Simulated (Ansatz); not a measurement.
The calculation's input:

```
crystal:
  periodic: [false, false, false]
  atoms:
    - { symbol: "N", position_ang: [0.1145, 0.9032, 0.1249] }
    - { symbol: Ga, position_ang: [-0.0304, -0.7671, -0.0093] }
    - { symbol: F, position_ang: [1.4704, -0.9468, 0.3953] }
    - { symbol: Cl, position_ang: [-0.6732, -1.8918, -0.5014] }
    - { symbol: H, position_ang: [-0.6974, 1.2191, 0.7492] }
    - { symbol: H, position_ang: [-0.1419, 1.4195, -0.8048] }
basis:
  gaussian: { orbitals: def2-SVP }
hamiltonian:
  xc: pbe0
relax:
  f_tol: 0.015
  max_steps: 40
output:
  orbitals: {}
```

Launched as:

```sh
ansatz run input.yaml --threads 1 --pin off --max-ram 2048MiB --backend cpu --events-out ev --progress --plain --runs-dir out
```

The fields are those of the relaxed geometry.

All numbers below come from RKS PBE0/def2-SVP in Ansatz 0.2.0.

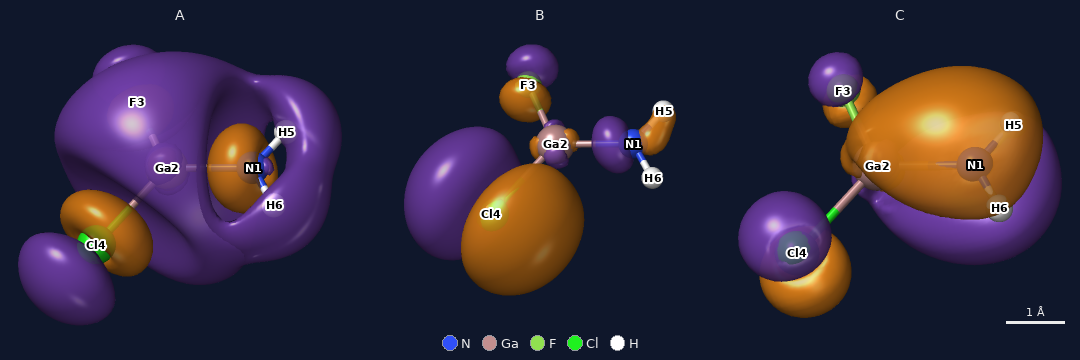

ClFGaH2N (SMILES [NH2][Ga]([F])[Cl]). Three frontier orbitals at ±0.06 Å⁻³ᐟ² (orange and purple are the two phases), in no order.

> Order the three orbitals by energy and name them.

B is the HOMO−1 (−9.14 eV). By Hirshfeld shares it lies mainly on Cl4 (about 90 %) and Ga2 (about 5 %); it is symmetric in the molecular plane (an in-plane orbital: σ, lone-pair or in-plane π type); largely a lone pair of Cl4. C is the HOMO (−7.95 eV). Its weight (Hirshfeld) is mainly on N1 (about 70 %) and Ga2 (about 10 %); it changes sign across the molecular plane (π type). A is the LUMO (−0.85 eV). By Hirshfeld shares it lies mainly on Ga2 (about 55 %), Cl4 (about 20 %), N1 (about 10 %) and F3 (about 10 %); it is symmetric in the molecular plane (an in-plane orbital: σ, lone-pair or in-plane π type).

> What is the HOMO–LUMO gap?

7.10 eV between the orbital energies.
